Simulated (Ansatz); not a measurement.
# What TlSbS3 (model cell, started as cubic perovskite with Sb in the octahedra) distorts into, part 3 of 3

Aim: this structure of TlSbS3 (model cell, started as cubic perovskite with Sb in the octahedra) is to be tested for unstable modes, and one is followed downhill.

Ansatz 0.2.0; DFT LDA, scalar-relativistic, plane waves, PAW; PAW set soft_1.

So far. Step 5 (Energy along the mode, all amplitudes (two of the runs …): The lowest of the steps tried is the last one, at 0.6 Å, 34.3 meV/atom below the parent; the bottom of the well need not coincide with a step. Step 7 (The new phase in its own primitive cell): The largest force component left is 0.45 meV/Å and the pressure is 0.000 GPa, within the tolerances set. The cell now holds 23.50 Å³/atom. The relaxed cell has a, b, c = 10.249, 10.688, 4.291 Å (conventional setting).

The structure was built from a prototype and need not be the compound's stable phase.

## (8) Modes of the new phase, k-mesh 6×6×8

A relaxed structure may still be a saddle point, so its zone-centre modes are computed. No field response is asked, since the mesh shows no gap.

input.yaml

```yaml
crystal:
  lattice:
    - [5.1245909864, -5.3441435224, 0.0]
    - [5.1245909864, 5.3441435224, 0.0]
    - [0.0, 0.0, 4.2911802269]
  atoms:
    - { symbol: Tl, position: [0.2380159606, 0.2380159606, 0.0] }
    - { symbol: Tl, position: [0.7619840394, 0.7619840394, 0.0] }
    - { symbol: Sb, position: [0.2358024063, 0.7641975937, 0.5] }
    - { symbol: Sb, position: [0.7641975937, 0.2358024063, 0.5] }
    - { symbol: S, position: [0.5, 0.0, 0.5] }
    - { symbol: S, position: [0.0, 0.5, 0.5] }
    - { symbol: S, position: [0.0, 0.0, 0.5] }
    - { symbol: S, position: [0.5, 0.5, 0.5] }
    - { symbol: S, position: [0.3599306144, 0.6400693856, 0.0] }
    - { symbol: S, position: [0.6400693856, 0.3599306144, 0.0] }
kpoints:
  mp_grid: { grid: [6, 6, 8] }
hamiltonian:
  xc: lda
  pseudopotentials: { kind: paw, azcp: { folder: soft_1 }, xc_functional: pbe }
scf:
  occupations: { method: methfessel_paxton, width: 0.2 }
output:
  eigenvalues: true
phonons:
  method: dfpt
```

Run with:

```console
> ansatz run input.yaml --threads 4 --pin off --max-ram 16384MiB --backend cpu --events-out ev --progress --plain --runs-dir out
```

Numbers of over 12 decimals in the logs are rounded to 6 here.

What it wrote:

```text
zone centre: on kpoints.mp_grid the ground state, and the responses unless they are solved on pairs of k-points, stand on 100 of the mesh's 288 k-points, reduced under 2 symmetry operations, with k and −k counted as one. Each operation leaves every solved displacement unchanged or reverses it
[...]
Crystal: 10 atoms, lattice volume = 235.041 Å³
Basis set: ecut = 420 eV, 4567 PW (Γ), exchange–correlation on 100×100×60 points (8 copies of the dense FFT grid, shifted against one another)
Bands: 56, of which v1, the nominal top of the filled ones, is band 46 counted from 1 (45 counted from 0)
Symmetry: 8 space group operations
k-points: 100 of 288 (irreducible under 2 space group operations, time reversal used)
[...]
SCF iter   1: F=—  HF=-40187.618431 eV  |F-HF|=—  |Δ(HF+E_count)|=         —  Δρ=3.49e-2  dr2=8.95e0  ethr=3.10e-3  ⟨swp⟩=8.1  Hψ=25860  notcnv=0
[...]
SCF iter  15: F=-40184.972320 eV  HF=-40184.972320 eV  |F-HF|=7.28e-12  |Δ(HF+E_count)|=    0.00e0  S|Δr|=    0.00e0  Δρ=2.79e-8  dr2=3.54e-12  ethr=1.00e-12  ⟨swp⟩=16.8  Hψ=38384  notcnv=0
SCF 1 converged in 15 iterations: F = -40184.972320 eV  dr2 = 3.54e-12
[...]
DFPT response loops at Γ: preconditioner auto → Kerker (q_TF=auto, 2.333 Å⁻¹) (partly filled bands, converged f_vac=0.002); β = 1.00, the filter's whole step (`scf.mixing.beta` (0.50) is not read by the response loops under this deck's `scf.mixing.preconditioner`; to damp them name `kerker` or `kerker_dos`, under which they read `scf.mixing.beta`, and type it under 1.00, their step now; both keys bind the ground state too); Broyden in place of MSR1
SCF converged after 15 iterations
[...]
Free energy (F): -40184.972320 eV
[...]
Internal energy: -40184.986731 eV  (E = F + TS)
E sigma→0 (E₀):  -40184.975923 eV
Entropy (-TS):   0.014411 eV (1.441 meV/atom)
Fermi energy:    7.227932 eV
[...]
--- Band table (eV; the first three rows and the last of 100) ---
  k-point 0: bands = [... 42 lower, 6.6344, 6.8819, 7.0344, 7.2747, 7.2946, 7.8970, 8.9645, 9.5352, ... 6 higher]
  k-point 1: bands = [... 42 lower, 6.4462, 6.5363, 6.9498, 7.1583, 7.1761, 8.6163, 8.9481, 8.9655, ... 6 higher]
  k-point 2: bands = [... 42 lower, 6.6067, 6.6793, 6.7158, 7.1286, 7.4208, 8.8327, 8.8369, 9.9902, ... 6 higher]
  k-point 99: bands = [... 42 lower, 5.9756, 6.1350, 6.5756, 7.6734, 7.7992, 8.9360, 9.1896, 10.2500, ... 6 higher]
--- Phonons (Γ-DFPT): 18 representative perturbations + reference, on 100 of 288 k-points (Σ response iterations 54) ---
  k mesh reduced under 2 symmetry operations, with k and −k counted as one. Each operation leaves every solved displacement unchanged or reverses it
  ASR residual: 7.827e-5 → 0.000e0 eV/Å²; symmetrization residual: 1.815e-5 eV/Å²
  ASR residual per site (eV/Å²): 7.01e-5 7.01e-5 7.83e-5 7.83e-5 5.97e-5 5.97e-5 1.31e-5 2.73e-5 2.69e-5 2.69e-5
  Γ frequencies (cm⁻¹): -105.44 -68.00 -51.54 -45.12 -37.98 -29.00 -26.91 0.00 0.00 0.00 17.19 17.36 39.54 52.51 57.74 77.57 97.65 102.06 117.85 136.65 148.77 158.63 159.06 175.68 202.53 204.61 213.78 235.09 259.67 268.96
  non-analytic LO–TO correction: not included (Born effective charges unavailable; polar crystals: no LO–TO splitting at Γ)
```

The job ended after 13 min (4 threads of Arm Neoverse V1, shared host; peak memory 3.8 GiB; 50 min of CPU time).

This step gave:

| Item | Value |
| --- | --- |
| sum-rule residual before enforcement | 7.83e-5 eV/Å² |
| point group | mmm |
| highest optical mode at the zone centre (no LO-TO term) | 269.0 cm⁻¹ |
| lowest optical zone-centre mode | -105.4 cm⁻¹ |

Patterns of degenerate modes are one choice out of their space. Modes at Γ, with each element's share of the kinetic energy (negative means imaginary):

| mode | frequency (cm⁻¹) | symmetry | Tl % | Sb % | S % |
| --- | --- | --- | --- | --- | --- |
| 1 | -105.4 | B3u | 2 | 46 | 52 |
| 2 | -68.0 | B1u | 5 | 0 | 95 |
| 3 | -51.5 | B3g | 0 | 59 | 41 |
| 4 | -45.1 | B3u | 2 | 15 | 84 |
| 5 | -38.0 | B2u | 23 | 0 | 77 |
| 6 | -29.0 | Au | 0 | 0 | 100 |
| 7 | -26.9 | B1u | 16 | 45 | 39 |
| 8 | 0.0 | acoustic | 48 | 29 | 23 |
| 9 | 0.0 | acoustic | 48 | 29 | 23 |
| 10 | 0.0 | acoustic | 48 | 29 | 23 |
| 11 | 17.2 | B2g | 100 | 0 | 0 |
| 12 | 17.4 | B1g | 97 | 2 | 1 |
| 13 | 39.5 | B1u | 29 | 3 | 68 |
| 14 | 52.5 | B2u | 28 | 46 | 26 |
| 15 | 57.7 | Ag | 97 | 2 | 1 |
| 16 | 77.6 | B3u | 39 | 9 | 52 |
| 17 | 97.7 | B3u | 7 | 1 | 92 |
| 18 | 102.1 | B1u | 2 | 0 | 98 |
| 19 | 117.8 | B3u | 1 | 0 | 99 |
| 20 | 136.7 | B1g | 0 | 68 | 32 |
| 21 | 148.8 | B2u | 0 | 0 | 100 |
| 22 | 158.6 | B1g | 3 | 31 | 67 |
| 23 | 159.1 | Ag | 3 | 90 | 7 |
| 24 | 175.7 | B2u | 0 | 17 | 83 |
| 25 | 202.5 | B3u | 1 | 1 | 98 |
| 26 | 204.6 | B3g | 0 | 41 | 59 |
| 27 | 213.8 | B2u | 0 | 8 | 92 |
| 28 | 235.1 | Ag | 0 | 8 | 92 |
| 29 | 259.7 | B1u | 0 | 22 | 78 |
| 30 | 269.0 | B2u | 0 | 0 | 100 |

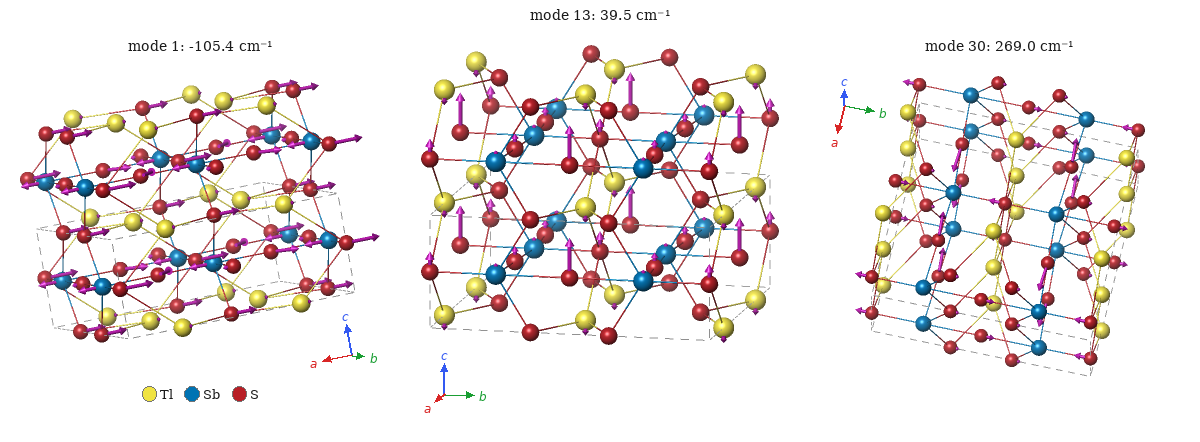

Displacement patterns of modes 1, 13 and 30 at Γ; arrows are exaggerated. 1×1×2 conventional cells are drawn. Some periodic images of atoms are drawn too.

Before it was imposed, the acoustic sum rule was missed by 7.8e-5 eV/Å². Small misses are needed for a sound result but don't prove that mesh and cutoff are converged. The lowest optical mode is imaginary, 105.4i cm⁻¹, so the energy falls along it.

## (9) What came out

| Quantity | Value |
| --- | --- |
| unstable mode of the parent | q = (0, -0.5, -0.5), 143i cm⁻¹ |
| depth at the lowest point sampled | 34.3 meV/atom |
| largest atomic shift at that point | 0.6 Å |
| space group reached (within 0.01 Å) | Cmmm |
| energy gained over the parent (first relaxation, on the mesh of the frozen mode) | 77.6 meV/atom |
| volume per atom, phase reached | 23.5 Å³ |
| lowest optical zone-centre mode, phase reached | -105 cm⁻¹ |
| highest optical mode at the zone centre (no LO-TO term), phase reached | 269 cm⁻¹ |

In words: Along this mode the structure falls into Cmmm, 77.6 meV/atom below the parent. At the parent's cell the well is 34.26 meV/atom deep on the steps tried, with its lowest point at a shift of 0.6 Å. That is the last step tried, so the steps alone don't bracket the bottom of the well. Relaxing atoms and cell changes the gain by +43.32 meV/atom against the lowest step (energies at zero smearing). The new phase still has an imaginary mode at the zone centre of its cell, so it is a saddle point on the way to a lower structure. Of the 6 patterns followed to their end from this parent, this one ends 89.9 meV/atom above the lowest, Imma. Each path keeps the symmetry of its pattern, so a lower phase may lie along a pattern not tried. With no gap, or one that is small against the smearing, the frequencies hang on the k mesh and the smearing, most of all near Kohn anomalies. Spin-orbit coupling is left out, which can matter for the heavy elements here. The PAW files were made for PBE and serve the other functionals too. The starting cell was built on a prototype and not taken from a measurement, so the phase need not exist.

[Logs are printed without paths, hosts, clocks, repeated set-up lines and the standing remarks that a program may print on its own settings, such as how far it seeks lower states.]

[Hosts, paths, dates, database ids (printed as entryN), source tags and the programs' standing remarks are cut or masked in the printed files.]
